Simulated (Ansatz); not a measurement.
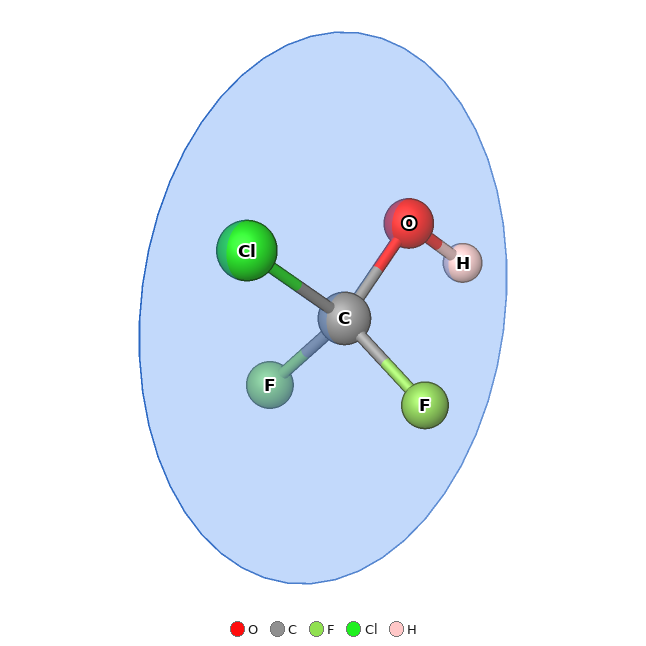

All proper rotation axes (lines) and mirror planes (discs) of the structure are drawn in. Atoms fade into the background with distance from the viewer. The geometry was computed by an optimisation with PBE-D4/def2-SVP. No frequency run is at hand to confirm it as a minimum.

> Name the symmetry elements and the point group.

It has 1 mirror plane. Point group Cs. The group has 2 operations. The geometry is achiral, and symmetry allows a dipole moment.
